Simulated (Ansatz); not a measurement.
# InH3+ (doublet): one geometry, many settings at scale of all distances = 1.000

What do other methods and options give for InH3+ (doublet) at this geometry, and how long do they take?

Computed with Ansatz 0.2.0, Gaussian basis. Level: the settings change from run to run.

27 further runs of the same task are left out: 9 for a known fault of the program, 14 that didn't finish, 4 set aside as unsound or not needed.

### 1 The system

The geometry derives from a PBE0/def2-TZVP stationary point (not a proven minimum). All distances are scaled together. No spin-orbit coupling is included. Elements past krypton take def2 core potentials.

4 atoms, charge 1, spin multiplicity 2.

Atoms are counted from 1 here; the program's logs count them from 0.

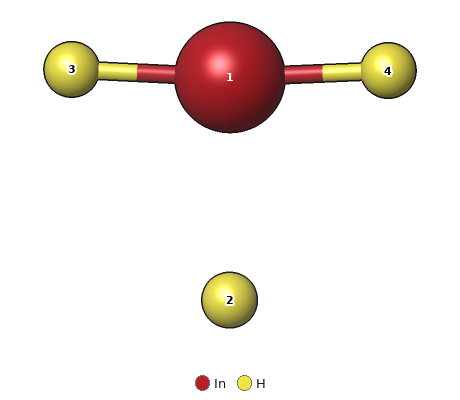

The geometry (indium red, hydrogen yellow); atoms are numbered from 1 in the order of the file.

### 2 NEVPT2(9,6)/def2-mTZVP

in.yaml

```yaml
crystal:
  periodic: [false, false, false]
  atoms:
    - {symbol: In, position_ang: [0.000000, -0.018790, 0.000553]}
    - {symbol: H, position_ang: [0.000000, 2.333049, -0.068435]}
    - {symbol: H, position_ang: [0.000000, -0.144290, -1.663229]}
    - {symbol: H, position_ang: [0.000000, -0.048336, 1.668675]}
basis:
  gaussian: {orbitals: def2-mTZVP}
total_charge: 1
magnetization: {spin_polarized: false, initial_magnetization: 1}
correlation: {method: sc_nevpt2, electrons: valence, active_space: {window: {electrons: 9, orbitals: 6}}}
```

Started as:

```bash
$ ansatz run in.yaml --threads 1 --pin off --events-out ev --progress --plain --max-ram 2393MiB
```

Standard output:

```text
Functional definition: HF
  name "HF"
  cite "Fock, Z. Phys. 61, 126 (1930) doi:10.1007/BF01340294"
  parent pbe
  exchange = exact_x
  correlation = 0
546 factors; integrals over basis functions are off by at most 2.0e-4 eV
mean field evaluation 1: about -5185.2169 eV, gradient 8.5e0 eV
mean field evaluation 2: about -5185.2453 eV, gradient 8.5e0 eV
mean field evaluation 4: about -5186.2045 eV, gradient 5.2e-1 eV
mean field evaluation 8: about -5186.2095 eV, gradient 1.4e-1 eV
mean field -5186.20970171 eV, -190.5896911987 hartree, gradient 2.3e-6 eV, S^2 0.750000; 0 other end points of the search recorded, 0 dependent functions left out
reference -5186.20970171 eV, -190.5896911987 hartree; 12, 11 occupied and 33, 34 virtual orbitals, 546 factors
state -5186.68413392 eV, -190.6071262609 hartree
state -5186.68413392 eV, -190.6071262609 hartree; corrected -5188.82511682 eV, -190.6858059312 hartree
state -5186.68408924 eV, -190.6071246188 hartree
state -5186.68408924 eV, -190.6071246188 hartree; corrected -5188.82509510 eV, -190.6858051330 hartree
state -5186.68413392 eV, -190.6071262609 hartree; corrected -5188.82511682 eV, -190.6858059312 hartree
WARN: 2 active orbitals are nearly empty or full. The corrections depend on them more than the energy does, and are more stable in an active space without them
Total energy: -5188.82511682 eV, -190.6858059312 hartree
```

It took 8 s on 1 thread of Intel Xeon at 2.50GHz, shared host.

From the report: 90 determinants; active occupations 2.00, 2.00, 2.00, 1.97, 1.00, 0.03. The report marks this result as in doubt.

### 3 BCCD(T) on UHF/def2-SVPD

in.yaml

```yaml
crystal:
  periodic: [false, false, false]
  atoms:
    - {symbol: In, position_ang: [0.000000, -0.018790, 0.000553]}
    - {symbol: H, position_ang: [0.000000, 2.333049, -0.068435]}
    - {symbol: H, position_ang: [0.000000, -0.144290, -1.663229]}
    - {symbol: H, position_ang: [0.000000, -0.048336, 1.668675]}
basis:
  gaussian: {orbitals: def2-SVPD}
total_charge: 1
magnetization: {spin_polarized: true, initial_magnetization: 1}
correlation: {method: bccd_t, electrons: outside_noble_gas, diis_vectors: 1}
```

Launched as before.

Standard output, cut to the lines that bear on the results:

```text
Functional definition: HF
  name "HF"
  cite "Fock, Z. Phys. 61, 126 (1930) doi:10.1007/BF01340294"
  parent pbe
[...]
663 factors; integrals over basis functions are off by at most 3.5e-4 eV
[...]
mean field -5186.21562837 eV, -190.5899089993 hartree, gradient 2.4e-6 eV, S^2 0.751774; 0 other end points of the search recorded, 0 dependent functions left out
9 core orbitals not correlated: weight in the atoms' cores, before any rotation towards them, 0.992 or more for the frozen orbitals, at most 0.005 for the correlated occupied ones
reference -5186.21562837 eV, -190.5899089993 hartree; 3, 2 occupied and 44, 45 virtual orbitals, 663 factors
second order -1.33943755 eV of doubles, -0.00000000 eV of singles
cycle   1  -1.65009363 eV  change   -3.1e-1 eV  update   4.7e-2
[...]
cycle  14  -1.79863334 eV  change    7.0e-7 eV  update   4.1e-6
perturbative correction -0.02143244 eV, -0.0007876275 hartree
Total energy: -5188.03569414 eV, -190.6567951828 hartree
```

Wall time 6 s (1 thread of Intel Xeon at 2.50GHz, shared host).

From the report: ⟨S²⟩ of the determinant 0.752 (pure doublet: 0.75); correlation -1.8201 eV; largest double amplitude 0.06.

### 4 CCSDT(Q)/B/def2-SVP

Edit in.yaml of step 3 so:

```diff
@@ -8,5 +8,7 @@
 basis:
-  gaussian: {orbitals: def2-SVPD}
+  gaussian: {orbitals: def2-SVP}
 total_charge: 1
 magnetization: {spin_polarized: true, initial_magnetization: 1}
-correlation: {method: bccd_t, electrons: outside_noble_gas, diis_vectors: 1}
+hamiltonian: {xc: {name: PBE0}}
+correlation: {method: ccsdt_q_b, electrons: outside_noble_gas}
+scf: {omitted_lower_state_checks: [cluster_reference]}
```

Launched as before.

Standard output, cut to the lines that bear on the results:

```text
Functional definition: PBE0
  name "PBE0"
  cite "Adamo & Barone, J. Chem. Phys. 110, 6158 (1999) doi:10.1063/1.478522"
  cite "Perdew, Burke & Ernzerhof, Phys. Rev. Lett. 77, 3865 (1996) doi:10.1103/PhysRevLett.77.3865"
  parent pbe
[...]
871 factors; integrals over basis functions are off by at most 2.3e-7 eV
[...]
mean field -5211.64385234 eV, -191.5243789943 hartree, gradient 3.9e-6 eV, S^2 0.751401; 0 other end points of the search recorded, 0 dependent functions left out
9 core orbitals not correlated: weight in the atoms' cores, before any rotation towards them, 0.994 or more for the frozen orbitals, at most 0.005 for the correlated occupied ones
reference -5185.86193312 eV, -190.5769109388 hartree; 3, 2 occupied and 29, 30 virtual orbitals, 871 factors
second order -1.37052495 eV of doubles, -0.16171859 eV of singles
cycle   1  -1.82009815 eV  change   -2.9e-1 eV  update   4.7e-2
[...]
cycle  14  -1.97458284 eV  change    1.3e-7 eV  update   2.4e-7
perturbative correction -0.00049011 eV, -0.0000180112 hartree
Total energy: -5187.83700607 eV, -190.6494935308 hartree
Checks for a lower state left out: cluster_reference
```

Wall time 13 s (1 thread of Intel Xeon at 2.50GHz, shared host).

From the report: ⟨S²⟩ of the determinant 0.751 (pure doublet: 0.75); correlation -1.9751 eV; T1 0.031; largest double amplitude 0.08. The orbitals are Kohn-Sham ones, so correlation energy and T1 don't compare with those on Hartree-Fock orbitals.

### 5 BCCD(T) on UHF/def2-SVP

Edit in.yaml of step 4 so:

```diff
@@ -11,4 +11,3 @@
 magnetization: {spin_polarized: true, initial_magnetization: 1}
-hamiltonian: {xc: {name: PBE0}}
-correlation: {method: ccsdt_q_b, electrons: outside_noble_gas}
+correlation: {method: bccd_t, electrons: outside_noble_gas}
 scf: {omitted_lower_state_checks: [cluster_reference]}
```

Same command.

Standard output, cut to the lines that bear on the results:

```text
Functional definition: HF
  name "HF"
  cite "Fock, Z. Phys. 61, 126 (1930) doi:10.1007/BF01340294"
  parent pbe
[...]
492 factors; integrals over basis functions are off by at most 6.8e-4 eV
[...]
mean field -5186.18424639 eV, -190.5887557327 hartree, gradient 7.8e-7 eV, S^2 0.751663; 0 other end points of the search recorded, 0 dependent functions left out
9 core orbitals not correlated: weight in the atoms' cores, before any rotation towards them, 0.992 or more for the frozen orbitals, at most 0.005 for the correlated occupied ones
reference -5186.18424639 eV, -190.5887557327 hartree; 3, 2 occupied and 29, 30 virtual orbitals, 492 factors
second order -1.28693250 eV of doubles, -0.00000000 eV of singles
cycle   1  -1.58519705 eV  change   -3.0e-1 eV  update   4.6e-2
[...]
cycle  10  -1.72792553 eV  change   -2.7e-6 eV  update   3.5e-6
perturbative correction -0.01949869 eV, -0.0007165636 hartree
Total energy: -5187.93167061 eV, -190.6529723884 hartree
Checks for a lower state left out: cluster_reference
```

It took 2.5 s on 1 thread of Intel Xeon at 2.50GHz, shared host.

From the report: ⟨S²⟩ of the determinant 0.752 (pure doublet: 0.75); correlation -1.7474 eV; largest double amplitude 0.07.

### 6 BCCD(T) on ROHF/def2-SVP

Edit in.yaml of step 5 so:

```diff
@@ -10,4 +10,3 @@
 total_charge: 1
-magnetization: {spin_polarized: true, initial_magnetization: 1}
-correlation: {method: bccd_t, electrons: outside_noble_gas}
-scf: {omitted_lower_state_checks: [cluster_reference]}
+magnetization: {spin_polarized: false, initial_magnetization: 1}
+correlation: {method: bccd_t, electrons: all}
```

The command is unchanged.

Standard output, cut to the lines that bear on the results:

```text
Functional definition: HF
  name "HF"
  cite "Fock, Z. Phys. 61, 126 (1930) doi:10.1007/BF01340294"
  parent pbe
[...]
492 factors; integrals over basis functions are off by at most 6.8e-4 eV
[...]
mean field -5186.17482407 eV, -190.5884094689 hartree, gradient 2.7e-6 eV, S^2 0.750000; 0 other end points of the search recorded, 0 dependent functions left out
[...]
reference -5186.17482407 eV, -190.5884094689 hartree; 12, 11 occupied and 29, 30 virtual orbitals, 492 factors
second order -2.47723775 eV of doubles, -0.00548673 eV of singles
cycle   1  -2.77816425 eV  change   -3.0e-1 eV  update   5.6e-2
[...]
cycle  10  -2.95858223 eV  change   -2.5e-6 eV  update   5.5e-6
perturbative correction -0.08155444 eV, -0.0029970704 hartree
Total energy: -5189.21496073 eV, -190.7001324307 hartree
```

Wall time 7 s (1 thread of Intel Xeon at 2.50GHz, shared host).

From the report: correlation -3.0401 eV; largest double amplitude 0.07.

### 7 CASSCF(3,7)/def2-SVP

Edit in.yaml of step 6 so:

```diff
@@ -8,5 +8,5 @@
 basis:
-  gaussian: {orbitals: def2-SVP}
+  gaussian: {orbitals: def2-SVP, point_charges: [{charge: -0.50, position_ang: [3.001, 0.934, -0.184]}]}
 total_charge: 1
 magnetization: {spin_polarized: false, initial_magnetization: 1}
-correlation: {method: bccd_t, electrons: all}
+correlation: {active_space: {window: {electrons: 3, orbitals: 7}, states: [{multiplicity: 2, weights: [1, 1, 1, 1]}], root: 2}}
```

Same command.

Standard output:

```text
Functional definition: HF
  name "HF"
  cite "Fock, Z. Phys. 61, 126 (1930) doi:10.1007/BF01340294"
  parent pbe
  exchange = exact_x
  correlation = 0
871 factors; integrals over basis functions are off by at most 2.3e-7 eV
mean field evaluation 1: about -5187.6744 eV, gradient 8.3e0 eV
mean field evaluation 2: about -5187.6919 eV, gradient 8.3e0 eV
mean field evaluation 4: about -5188.6058 eV, gradient 4.3e-1 eV
mean field evaluation 8: about -5188.6069 eV, gradient 2.2e-2 eV
mean field -5188.60687301 eV, -190.6777856191 hartree, gradient 2.8e-6 eV, S^2 0.750000; 0 other end points of the search recorded, 0 dependent functions left out
reference -5188.60687301 eV, -190.6777856191 hartree; 12, 11 occupied and 29, 30 virtual orbitals, 871 factors
state -5189.10848786 eV, -190.6962196247 hartree
state -5184.21437468 eV, -190.5163642828 hartree
state -5182.40162012 eV, -190.4497467813 hartree
state -5181.88603111 eV, -190.4307992348 hartree
Total energy: -5182.40162012 eV, -190.4497467813 hartree
```

Wall time 26 s (1 thread of Intel Xeon at 2.50GHz, shared host).

From the report: 147 determinants; active occupations (of the averaged states) 1.33, 1.07, 0.27, 0.25, 0.07, 0.00, 0.00.

### 8 The runs in one table

Where basis and cores are those of an earlier FCI/def2-SVP run (-5187.9387 eV), and the state is the same kind, the miss against it is given. † marks a result that the program doubts.

| level | correlated | functions | energy (eV) | from FCI (meV) | time |
| --- | --- | --- | --- | --- | --- |
| NEVPT2(9,6)/def2-mTZVP † | valence | 45 | -5188.8251 |  | 8 s |
| BCCD(T) on UHF/def2-SVPD | outside noble gas | 56 | -5188.0357 |  | 6 s |
| CCSDT(Q)/B/def2-SVP (on PBE0 orbitals) | outside noble gas | 41 | -5187.8370 | 101.7 | 13 s |
| BCCD(T) on UHF/def2-SVP | outside noble gas | 41 | -5187.9317 | 7.0 | 2.5 s |
| BCCD(T) on ROHF/def2-SVP | all | 41 | -5189.2150 |  | 7 s |
| CASSCF(3,7)/def2-SVP (excited root 2 of an average, beside a point charge) |  | 41 | -5182.4016 |  | 26 s |

### 9 Results

```
quantity                                                                             value
    runs                                                                                 6
quickest                                                    BCCD(T) on UHF/def2-SVP, 2.5 s
 slowest  CASSCF(3,7)/def2-SVP (excited root 2 of an average, beside a point charge), 26 s
```

What this shows: Total energies in different bases, with other cores or another treatment of relativity can't be set against each other. CASSCF(3,7)/def2-SVP (excited root 2 of an average, beside a point charge) took 11 times as long as BCCD(T) on UHF/def2-SVP; the jobs differ in more than the method. Among the correlated runs with a miss given, it spans +7 to +102 meV. Cores frozen from Kohn-Sham orbitals shift the total energy.
